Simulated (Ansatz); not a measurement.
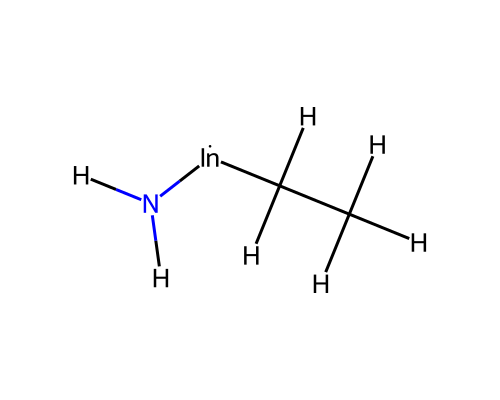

The drawing above gives the connectivity. Charge 0, doublet. The geometry was computed by an optimisation with PBE0-D4/def2-TZVP. No frequency run is at hand to confirm it as a minimum.

Describe the 3D structure.

Formula C2H7InN. SMILES: `C[CH2][In][NH2]`. It is an open-shell species. Coordination, clear cases only: 2 C tetrahedral; 1 In bent.

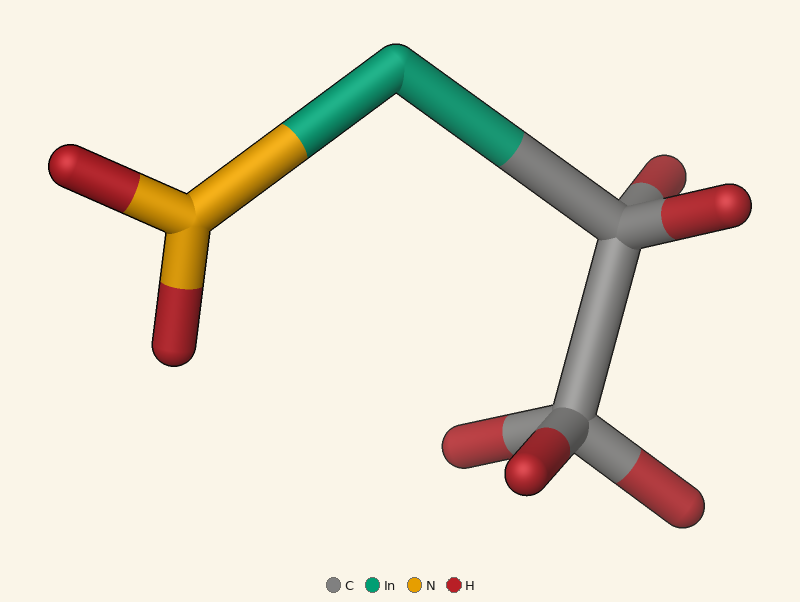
